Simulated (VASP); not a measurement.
Band structure of EuS (rock salt). Computed with revPBE GGA, VASP's PBE PAW potentials (set 64) (plane waves; VASP).

The 4f electrons are frozen in the core of the lanthanide potential, so 4f levels, which can set the real gap, and their magnetism are missing.

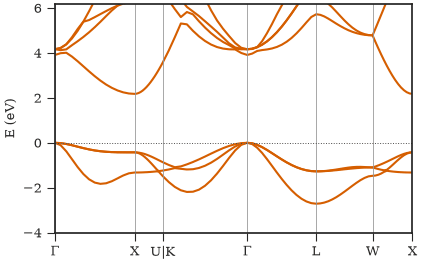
Bands along high-symmetry lines, zero at the valence-band maximum or, without a gap, the Fermi level

Task: Read the plot: is there a gap, and where are the band edges?

Result: The gap is indirect, 2.18 eV, from the valence maximum at Γ to the conduction minimum at X. (Edges off the drawn lines would not show.)

The compound is EuS in the rock salt structure. It was relaxed first.
